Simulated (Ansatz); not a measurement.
# Lattice dynamics of (KCl)2(NaI)2 [001] superlattice, started as rocksalt type, part 2 of 2

Task: relax (KCl)2(NaI)2 [001] superlattice, started as rocksalt type, then find its harmonic phonons.

Ansatz 0.2.0; DFT PBEsol, scalar-relativistic, plane waves, PAW.

So far. Step 3 (Tight relaxation): The largest force component left is 0.53 meV/Å and the pressure is 0.000 GPa, within the tolerances set. The cell now holds 31.62 Å³/atom. The relaxed cell has a = 4.466, c = 12.686 Å (conventional setting).

The structure was built from a prototype and need not be the compound's stable phase.

## (4) Linear response at the zone centre

The zone centre is the only wavevector solved here; it holds the modes that light can see, as far as symmetry allows. The response to a homogeneous field gives the Born charges and the dielectric tensor, and its change with displacement the Raman tensors.

input.yaml reads:

```yaml
crystal:
  lattice:
    - [3.157659087, 3.157659087, 0.0]
    - [-3.157659087, 3.157659087, 0.0]
    - [0.0, 0.0, 12.6859791496]
  atoms:
    - { symbol: Cl, position: [0.5, 0.5, -0.0036054351] }
    - { symbol: Cl, position: [1.0, 0.0, 0.2536054351] }
    - { symbol: I, position: [0.5, 0.5, 0.5068231555] }
    - { symbol: I, position: [1.0, 0.0, 0.7431768445] }
    - { symbol: K, position: [0.0, 0.0, 0.007932167] }
    - { symbol: K, position: [0.5, 0.5, 0.242067833] }
    - { symbol: Na, position: [0.0, 0.0, 0.4836334183] }
    - { symbol: Na, position: [0.5, 0.5, 0.7663665817] }
kpoints:
  mp_grid: { grid: [4, 4, 2] }
hamiltonian:
  xc: pbesol
scf:
  occupations: { method: fixed }
output:
  eigenvalues: true
phonons:
  method: dfpt
  dielectric: true
  rigid_motions: translations
  raman: true
```

Launch:

```console
ansatz run input.yaml --threads 8 --pin off --max-ram 14336MiB --backend cpu --events-out ev --progress --plain --runs-dir out
```

Numbers of over 12 decimals in the logs are rounded to 6 here.

The log of the run:

```text
[...]
Crystal: 8 atoms, lattice volume = 252.979 Å³
Basis set: ecut = 420 eV, 4971 PW (Γ), exchange–correlation on 60×60×192 points (8 copies of the dense FFT grid, shifted against one another)
Bands: 51, of which v1, the nominal top of the filled ones, is band 42 counted from 1 (41 counted from 0)
Symmetry: 16 space group operations
k-points: 14 of 32 (irreducible under 2 space group operations, time reversal used)
[...]
SCF iter   1: F=—  HF=-22982.773234 eV  |F-HF|=—  |Δ(HF+E_count)|=         —  Δρ=2.91e-3  dr2=2.93e-2  ethr=1.77e-3  ⟨swp⟩=5.9  Hψ=2499  notcnv=0  defer=76
[...]
SCF iter   9: F=-22982.760004 eV  HF=-22982.760004 eV  |F-HF|=3.27e-11  |Δ(HF+E_count)|=   1.60e-9  Δρ=1.40e-7  dr2=5.95e-11  ethr=1.00e-12  ⟨swp⟩=22.1  Hψ=5947  notcnv=0
SCF 1 converged in 9 iterations: F = -22982.760004 eV  dr2 = 5.95e-11
[...]
NSCF: frozen V_eff on 12 k-points
[...]
DFPT response loops at q = (0, 0, 0) (fractional): preconditioner auto → Resta (q_TF=auto, 2.270 Å⁻¹)  ε∞=4.0 (no band partly filled); β = 1.00, the filter's whole step (`scf.mixing.beta` (0.50) is not read by the response loops at its default; to damp them type it under 1.00, their step now; it binds the ground state too); Anderson in place of MSR1; while a model of the screening serves, it and β = 1 on shorter waves in the place of filter and β
DFPT response loops at Γ: preconditioner auto → Resta (q_TF=auto, 2.270 Å⁻¹)  ε∞=4.0 (no band partly filled); β = 1.00, the filter's whole step (`scf.mixing.beta` (0.50) is not read by the response loops at its default; to damp them type it under 1.00, their step now; it binds the ground state too); Broyden in place of MSR1
── the response to a field inside a basis, on 8×8×4 k-points: an SCF that follows is theirs, and a resumed run solves both again ──
Bands: 43, of which v1, the nominal top of the filled ones, is band 42 counted from 1 (41 counted from 0)
k-points: 20 of 256
[...]
Eigensolver: Dense (20 Hₖ)
SCF iter   1: F=—  HF=-22982.506865 eV  |F-HF|=—  |Δ(HF+E_count)|=         —  Δρ=3.82e-4  dr2=1.38e-4  ethr=1.00e-1
[...]
SCF iter   7: F=-22982.506940 eV  HF=-22982.506940 eV  |F-HF|=3.64e-11  |Δ(HF+E_count)|=  5.75e-10  Δρ=1.23e-7  dr2=4.35e-11  ethr=1.00e-12
SCF 1 converged in 7 iterations: F = -22982.506940 eV  dr2 = 4.35e-11
[...]
WARN: field response: ε∞ stands inside a basis, on 8×8×4 points; the force constants stand on the 4×4×2 k-mesh, whose period is 11.50 times the interband length at k = (0.0000, 0.0000, 0.0000), direct gap 3.699 eV, under 14: take them and everything formed from them as unconverged, and compare with a denser kpoints.mp_grid
SCF converged after 9 iterations
Free energy (F): -22982.760004 eV
[...]
Internal energy: -22982.760004 eV  (E = F + TS)
E sigma→0 (E₀):  -22982.760004 eV
Fermi energy:    2.724147 eV
[...]
--- Band table (eV; the first three rows and the last of 14) ---
  k-point 0: bands = [... 38 lower, 2.2246, 2.4206, 2.7241, 2.7241, 6.4229, 7.7112, 7.9211, 8.0371, ... 5 higher]
  k-point 1: bands = [... 38 lower, 2.2292, 2.2622, 2.7199, 2.7199, 6.9945, 6.9962, 7.8971, 7.9934, ... 5 higher]
  k-point 2: bands = [... 38 lower, 2.0984, 2.3449, 2.5079, 2.7092, 7.4645, 8.0905, 8.3811, 8.5766, ... 5 higher]
  k-point 13: bands = [... 38 lower, 1.7428, 1.7428, 2.0551, 2.0551, 7.9378, 7.9378, 8.2392, 8.2392, ... 5 higher]
--- Phonons (Γ-DFPT): 8 representative perturbations + reference (Σ response iterations 46) ---
  k mesh reduced under 2 symmetry operations, with k and −k counted as one. Each operation leaves every solved perturbation unchanged. A smaller set is not considered because the run solves the response to a homogeneous field
  ASR residual: 1.667e-4 → 0.000e0 eV/Å²; symmetrization residual: 1.739e-5 eV/Å²
  ASR residual per site (eV/Å²): 1.21e-4 1.21e-4 1.63e-4 1.63e-4 6.17e-5 6.17e-5 1.67e-4 1.67e-4
  Γ frequencies (cm⁻¹): 0.00 0.00 0.00 33.33 33.33 35.56 35.56 52.53 52.53 65.23 90.65 99.39 109.35 126.07 126.07 128.21 128.21 131.90 131.90 132.69 132.69 136.01 150.57 155.75
  ε∞ (high-frequency dielectric tensor):
        2.941928    -0.000000     0.000000
       -0.000000     2.941928     0.000000
        0.000000     0.000000     2.850015
  ε⁰ (static dielectric tensor: ions relaxed, cell fixed):
        6.395223     0.000000    -0.000000
        0.000000     6.395223     0.000000
       -0.000000     0.000000     6.752399
  ε⁰ − ε∞ (ionic part):
        3.453295     0.000000    -0.000000
        0.000000     3.453295     0.000000
       -0.000000     0.000000     3.902383
  softest optical mode at Γ: 33.33 cm⁻¹; the repairs (sum rule, projections) moved no ω² at Γ by more than (2.63 cm⁻¹)²
  Born effective charges Z* (e; rows j = field, columns β = displacement):
    site 0:
        -1.14775    0.00000   -0.00000
         0.00000   -1.14775   -0.00000
        -0.00000    0.00000   -1.34614
    site 1:
        -1.14775   -0.00000    0.00000
         0.00000   -1.14775   -0.00000
         0.00000    0.00000   -1.34614
    site 2:
        -1.15848   -0.00000    0.00000
        -0.00000   -1.15848    0.00000
         0.00000   -0.00000   -0.93433
    site 3:
        -1.15848   -0.00000    0.00000
        -0.00000   -1.15848   -0.00000
        -0.00000    0.00000   -0.93433
    site 4:
         1.10600   -0.00000    0.00000
        -0.00000    1.10600   -0.00000
         0.00000    0.00000    1.27437
    site 5:
         1.10600   -0.00000    0.00000
        -0.00000    1.10600   -0.00000
        -0.00000    0.00000    1.27437
    site 6:
         1.20022    0.00000    0.00000
        -0.00000    1.20022   -0.00000
        -0.00000    0.00000    1.00610
    site 7:
         1.20022    0.00000    0.00000
        -0.00000    1.20022    0.00000
        -0.00000    0.00000    1.00610
  Z* charge neutrality: 2.361e-2 e pre-enforcement
  solved inside a basis spanned on kpoints, on 8×8×4 k-points: ε∞ is read to err by 1.4e-2, Z* by 2.2e-2 e (field_mesh: kpoints solves on kpoints); Z* is corrected for what the basis lacks
  Raman tensors (in the event stream and the table raman_tensors.tsv): an entry may err by 1.4e-1 Å², one of the second-order susceptibility by 5.6e-19 pm/V (basis, points and sum rule); their sum over the sites missed zero by 1.110e-16 Å² ahead of its enforcement
  optical modes at Γ without the LO–TO term, one row a degenerate level:
      ω (cm⁻¹)  modes    IR ((D/Å)²/amu)  static Raman (Å⁴/amu)  depolarisation
         33.33      2             0.0000                 0.4951           0.750
         35.56      2             0.0542                 0.0000               —
         52.53      2             0.0000                 0.0173           0.750
         65.23      1             0.0000                 0.9304           0.223
         90.65      1             0.0451                 0.0000               —
         99.39      1             0.0000                 1.9391           0.024
        109.35      1             4.3900                 0.0000               —
        126.07      2             5.1332                 0.0000               —
        128.21      2             0.0000                 0.0601           0.750
        131.90      2             7.8875                 0.0000               —
        132.69      2             0.0000                 0.2158           0.750
        136.01      1             0.0000                 0.0921           0.159
        150.57      1             0.0000                 3.0966           0.001
        155.75      1             2.1891                 0.0000               —
  optical modes at Γ + LO–TO along q̂ = [1.0000, 0.0000, 0.0000]:
      ω (cm⁻¹)  modes    IR ((D/Å)²/amu)  static Raman (Å⁴/amu)  depolarisation
         33.33      2             0.0000                 0.4951           0.750
         35.56      1             0.0271                 0.0000               —
         36.05      1             0.0056                 0.0000               —
         52.53      2             0.0000                 0.0173           0.750
         65.23      1             0.0000                 0.9304           0.223
         90.65      1             0.0451                 0.0000               —
         99.39      1             0.0000                 1.9391           0.024
        109.35      1             4.3900                 0.0000               —
        126.07      1             2.5666                 0.0000               —
        128.21      2             0.0000                 0.0601           0.750
        128.29      1             0.0097                 0.0000               —
        131.90      1             3.9438                 0.0000               —
        132.69      2             0.0000                 0.2158           0.750
        136.01      1             0.0000                 0.0921           0.159
        150.57      1             0.0000                 3.0966           0.001
        155.75      1             2.1891                 0.0000               —
        188.50      1             6.5221                 0.0000               —
  optical modes at Γ + LO–TO along q̂ = [0.0000, 1.0000, 0.0000]:
      ω (cm⁻¹)  modes    IR ((D/Å)²/amu)  static Raman (Å⁴/amu)  depolarisation
         33.33      2             0.0000                 0.4951           0.750
         35.56      1             0.0271                 0.0000               —
         36.05      1             0.0056                 0.0000               —
         52.53      2             0.0000                 0.0173           0.750
         65.23      1             0.0000                 0.9304           0.223
         90.65      1             0.0451                 0.0000               —
         99.39      1             0.0000                 1.9391           0.024
        109.35      1             4.3900                 0.0000               —
        126.07      1             2.5666                 0.0000               —
        128.21      2             0.0000                 0.0601           0.750
        128.29      1             0.0097                 0.0000               —
        131.90      1             3.9438                 0.0000               —
        132.69      2             0.0000                 0.2158           0.750
        136.01      1             0.0000                 0.0921           0.159
        150.57      1             0.0000                 3.0966           0.001
        155.75      1             2.1891                 0.0000               —
        188.50      1             6.5221                 0.0000               —
  optical modes at Γ + LO–TO along q̂ = [0.0000, 0.0000, 1.0000]:
      ω (cm⁻¹)  modes    IR ((D/Å)²/amu)  static Raman (Å⁴/amu)  depolarisation
         33.33      2             0.0000                 0.4951           0.750
         35.56      2             0.0542                 0.0000               —
         52.53      2             0.0000                 0.0173           0.750
         65.23      1             0.0000                 0.9304           0.223
         90.80      1             0.0019                 0.0000               —
         99.39      1             0.0000                 1.9391           0.024
        126.07      2             5.1332                 0.0000               —
        128.21      2             0.0000                 0.0601           0.750
        131.90      2             7.8875                 0.0000               —
        132.69      2             0.0000                 0.2158           0.750
        135.09      1             0.6645                 0.0000               —
        136.01      1             0.0000                 0.0921           0.159
        150.57      1             0.0000                 3.0966           0.001
        193.74      1             5.9578                 0.0000               —
```

Wall time 3.9 min (8 threads of Arm Neoverse V2, shared host); peak memory 3.7 GiB.

The column dr2 measures how far the density is from self-consistency, as an energy; F and HF (Harris–Foulkes) agree once it is small.

This step gave:

* sum-rule residual before enforcement: 1.67e-4 eV/Å²
* miss of the charge sum rule: 0.02361 e
* estimated error of the dielectric tensor: 0.01448
* estimated error of the Born charges: 0.02220 e
* point group: 4/mmm
* highest optical mode at the zone centre (no LO-TO term): 155.8 cm⁻¹
* lowest optical zone-centre mode: 33.33 cm⁻¹
* mean high-frequency dielectric constant: 2.911
* largest Born charge (third of the trace): -1.214 e
* mean static dielectric constant: 6.514
* top of the zone-centre spectrum with the field: 193.7 cm⁻¹

Without the LO-TO term. Patterns of degenerate modes are one choice out of their space. The modes at Γ (shares of kinetic energy by element, %):

```tsv
mode	frequency (cm⁻¹)	symmetry	Cl %	I %	K %	Na %
1	0.0	acoustic	16	57	17	10
2	0.0	acoustic	16	57	17	10
3	0.0	acoustic	16	57	17	10
4	33.3	Eg	6	75	5	14
5	33.3	Eg	6	75	5	14
6	35.6	Eu	27	31	39	3
7	35.6	Eu	27	31	39	3
8	52.5	Eg	39	10	50	1
9	52.5	Eg	39	10	50	1
10	65.2	A1g	0	91	9	0
11	90.7	A2u	43	31	23	2
12	99.4	A1g	31	0	0	68
13	109.3	A2u	6	12	3	78
14	126.1	Eu	56	0	43	1
15	126.1	Eu	56	0	43	1
16	128.2	Eg	54	0	45	1
17	128.2	Eg	54	0	45	1
18	131.9	Eu	1	13	0	86
19	131.9	Eu	1	13	0	86
20	132.7	Eg	1	14	0	85
21	132.7	Eg	1	14	0	85
22	136.0	A1g	40	5	41	14
23	150.6	A1g	28	5	50	17
24	155.8	A2u	35	0	56	10
```

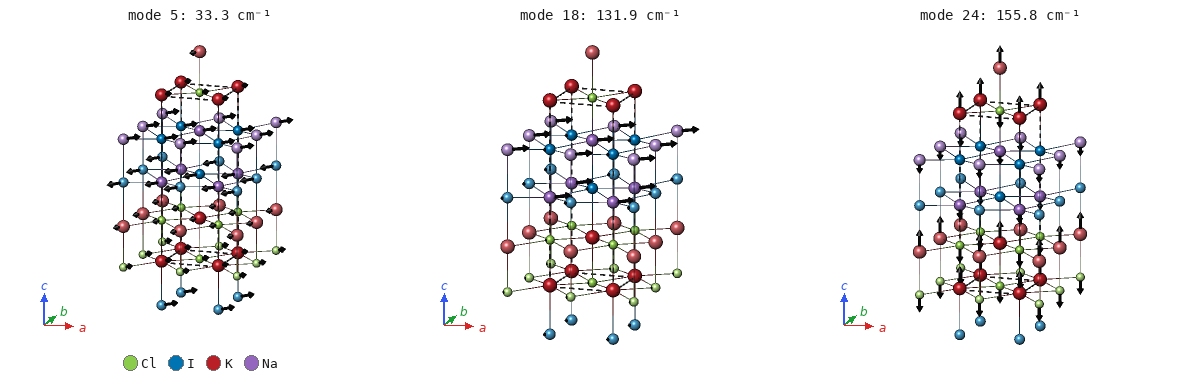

Displacement patterns of modes 5, 18 and 24 at Γ; arrows are exaggerated. Some periodic images of atoms are drawn too.

Optical modes at the zone centre, without and with the macroscopic field of the longitudinal modes; each column is sorted by frequency, so a row need not hold one and the same mode. Modes with and without the field, by row:

```tsv
rank among optical modes	no field (cm⁻¹)	q along (1, 0, 0) (cm⁻¹)	q along (0, 0, 1) (cm⁻¹)
1	33.3	33.3	33.3
2	33.3	33.3	33.3
3	35.6	35.6	35.6
4	35.6	36	35.6
5	52.5	52.5	52.5
6	52.5	52.5	52.5
7	65.2	65.2	65.2
8	90.7	90.7	90.8
9	99.4	99.4	99.4
10	109.3	109.3	126.1
11	126.1	126.1	126.1
12	126.1	128.2	128.2
13	128.2	128.2	128.2
14	128.2	128.3	131.9
15	131.9	131.9	131.9
16	131.9	132.7	132.7
17	132.7	132.7	132.7
18	132.7	136	135.1
19	136	150.6	136
20	150.6	155.8	150.6
21	155.8	188.5	193.7
```

Born charge (rows field, columns displacement) (e), principal values of the symmetric part by kind of site:

```tsv
atom	atoms with these values	low	middle	high	mean
Cl1	2	-1.35	-1.15	-1.15	-1.21
I3	2	-1.16	-1.16	-0.93	-1.08
K5	2	1.11	1.11	1.27	1.16
Na7	2	1.01	1.20	1.20	1.14
```

In full for Cl1:

```
-1.15  0.00  0.00
 0.00 -1.15  0.00
 0.00  0.00 -1.35
```

High-frequency dielectric tensor:

```
2.94 0.00 0.00
0.00 2.94 0.00
0.00 0.00 2.85
```

Static dielectric tensor (ions relaxed, fixed cell):

```
6.40 0.00 0.00
0.00 6.40 0.00
0.00 0.00 6.75
```

Transverse modes. Infrared lines, with heights relative to the strongest:

```tsv
position (cm⁻¹)	relative intensity
33	0.0
36	0.7
52	0.0
65	0.0
91	0.6
99	0.0
109	56
126	65
128	0.0
132	100
133	0.0
136	0.0
151	0.0
156	28
```

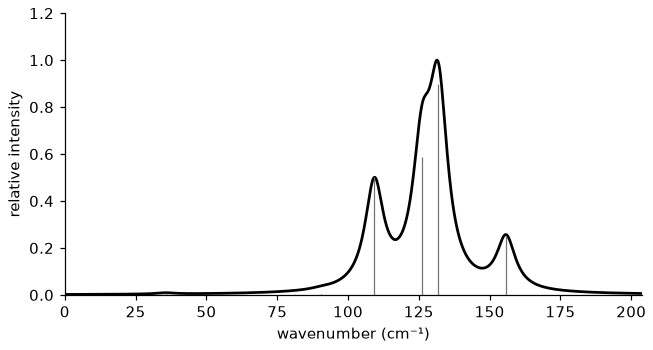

The infrared spectrum, broadened with Lorentzians of width 8 cm⁻¹; bars mark the lines.

Activity x (w_L - w)^4 (n + 1)/w, 532 nm, 300 K; modes without the macroscopic field alone. Lines of the Raman spectrum (strongest = 100):

```tsv
position (cm⁻¹)	relative intensity
33	100
36	0.0
52	1.5
65	52
91	0.0
99	50
109	0.0
126	0.0
128	1.0
132	0.0
133	3.4
136	1.4
151	39
156	0.0
```

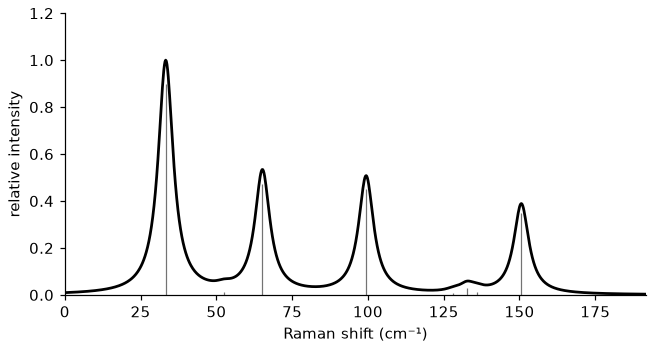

The Raman spectrum, broadened with Lorentzians of width 6 cm⁻¹; bars mark the lines.

Before it was imposed, the acoustic sum rule was missed by 1.7e-4 eV/Å² and the charge sum rule by 0.024 e. Small misses are needed for a sound result but don't prove that mesh and cutoff are converged. The lowest optical mode is real, 33.3 cm⁻¹.

The log warns of the k mesh: “the force constants stand on the 4×4×2 k-mesh, whose period is 11.50 times the interband length at k = (0.0000, 0.0000, 0.0000), direct gap 3.699 eV, under 14: take them and everything formed from them as unconverged”.

## (5) Isotope substitution, element Cl, natural mass 35.45 amu

An isotope changes the mass and not the force constants, so no new electronic calculation is needed; the shifts show which modes move this element.

The same force constants with the mass of Cl changed from 35.450 to 36.966 u (phonopy, no LO-TO term). Both lists are sorted by frequency; levels can cross, so a row need not hold one and the same mode. Modes under 3 cm⁻¹ are left out. Isotope shifts, by row:

```tsv
q	rank	natural mass (cm⁻¹)	changed mass (cm⁻¹)
0 0 0	4	33.33	33.29
0 0 0	5	33.33	33.29
0 0 0	6	35.56	35.35
0 0 0	7	35.56	35.35
0 0 0	8	52.53	52.1
0 0 0	9	52.53	52.1
0 0 0	10	65.23	65.23
0 0 0	11	90.65	89.82
0 0 0	12	99.39	98.71
0 0 0	13	109.3	109.2
0 0 0	14	126.1	124.6
0 0 0	15	126.1	124.6
0 0 0	16	128.2	126.8
0 0 0	17	128.2	126.8
0 0 0	18	131.9	131.9
0 0 0	19	131.9	131.9
0 0 0	20	132.7	132.7
0 0 0	21	132.7	132.7
0 0 0	22	136	134.8
0 0 0	23	150.6	149.8
0 0 0	24	155.8	154.7
```

A mode of this element alone would shift by -2.07 %. The highest zone-centre frequency without the field goes from 155.8 to 154.7 cm⁻¹ (-0.7 %). The product of the frequency ratios over all optical modes at Γ is 0.891; the product rule, (m/m′)^(3k/2) (M′/M)^(3/2) with k = 2 such atoms and M the mass of the cell, gives 0.891.

## (6) Isotope substitution, element K, natural mass 39.0983 amu

The same for K, from 39.10 to 40.96 u.

A mode of this element alone would shift by -2.30 %. The highest zone-centre frequency without the field goes from 155.8 to 153.8 cm⁻¹ (-1.3 %). The product of the frequency ratios over all optical modes at Γ is 0.880; the product rule, (m/m′)^(3k/2) (M′/M)^(3/2) with k = 2 such atoms and M the mass of the cell, gives 0.880.

## (7) Results

* space group after relaxation (within 0.01 Å): P4/nmm
* volume per atom: 31.6 Å³
* gap on the k-mesh: 3.70 eV
* highest optical mode at the zone centre (no LO-TO term): 156 cm⁻¹
* top of the zone-centre spectrum with the field: 194 cm⁻¹
* lowest optical zone-centre mode: 33.3 cm⁻¹
* mean high-frequency dielectric constant: 2.91
* mean static dielectric constant: 6.51
* largest Born charge (third of the trace): -1.21 e
* imaginary modes at Γ (the only wavevector solved): none

The structure is stable against zone-centre distortions, since no mode there is imaginary; runs at other wavevectors are not part of this account. Without the field, the optical modes at Γ span 33 to 156 cm⁻¹. The dispersion is not part of this account. With the macroscopic field of the longitudinal modes the top of the zone-centre spectrum lies at 194 cm⁻¹, against 156 cm⁻¹ without it. Lattice motion raises the mean dielectric constant from 2.911 to 6.514. The strongest infrared line is at 132 cm⁻¹. Averaged over orientations, the strongest Raman line at 532 nm and 300 K is at 33 cm⁻¹. With the field response the log warns that the k mesh is coarse for the force constants too, so the frequencies may not be converged. Spin-orbit coupling is left out, which can matter for the heavy elements here. The starting cell was built on a prototype and not taken from a measurement, so the phase need not exist. These are harmonic frequencies at zero temperature: anharmonic shifts, linewidths and thermal expansion are left out.

[Logs are printed without paths, hosts, clocks, repeated set-up lines and the standing remarks that a program may print on its own settings, such as how far it seeks lower states.]

[Hosts, paths, dates, database ids (printed as entryN), source tags and the programs' standing remarks are cut or masked in the printed files.]
